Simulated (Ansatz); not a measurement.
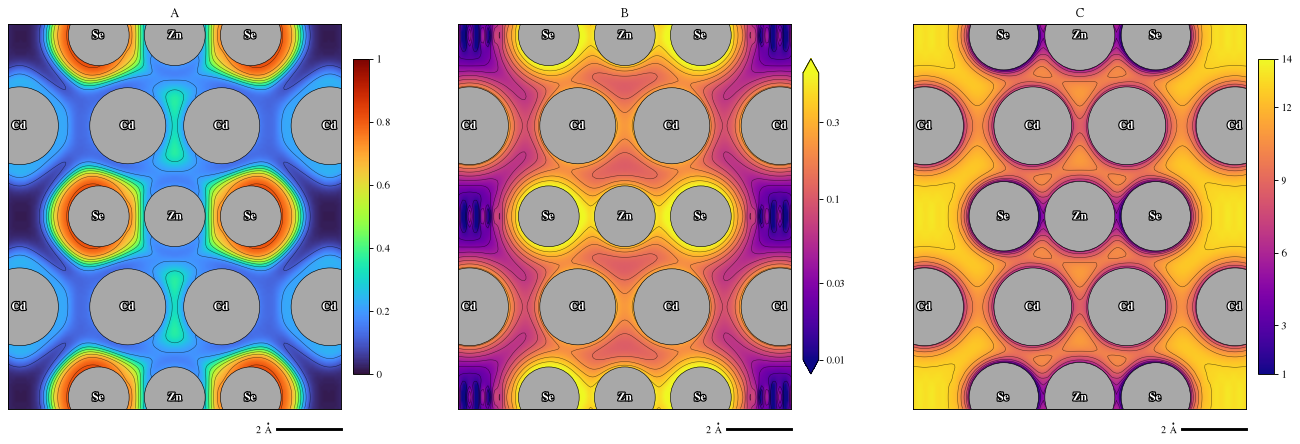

ZnCd₃Se₂: 3 fields on the (11̄0) plane of the conventional cell, with unlabelled colour scales. Grey discs cover the atomic cores.

Space group P4/mmm; a structure generated by program, which may or may not match a known phase.

Method: Ansatz, DFT PBE, scalar-relativistic, plane waves, PAW.

```yaml
crystal:
  lattice:
    - [3.99081, 0.00000, 0.00000]
    - [0.00000, 3.99081, 0.00000]
    - [0.00000, 0.00000, 9.67906]
  atoms:
    - { symbol: Zn, position: [0.50000, 0.50000, 0.50000] }
    - { symbol: Cd, position: [0.00000, 0.00000, 0.00000] }
    - { symbol: Cd, position: [0.00000, 0.00000, 0.65127] }
    - { symbol: Cd, position: [0.00000, 0.00000, 0.34873] }
    - { symbol: Se, position: [0.50000, 0.50000, 0.74483] }
    - { symbol: Se, position: [0.50000, 0.50000, 0.25517] }
```

Q: The panels show electron localisation function, electrostatic potential energy of an electron and valence pseudo-density in some order. Assign them.

A: Panel A: electron localisation function. Panel B: valence pseudo-density. Panel C: electrostatic potential energy of an electron (low next to the atoms, rising into the space between them). From the grid: Zn–Se (2.37 Å): ρ at the midpoint is about 0.52 e/Å³; the ELF is about 0.55 at the midpoint. Cd–Se (2.96 Å): ρ is about 0.21 e/Å³ halfway; the ELF is about 0.30 at the midpoint and 0.15 at its lowest between the atoms.
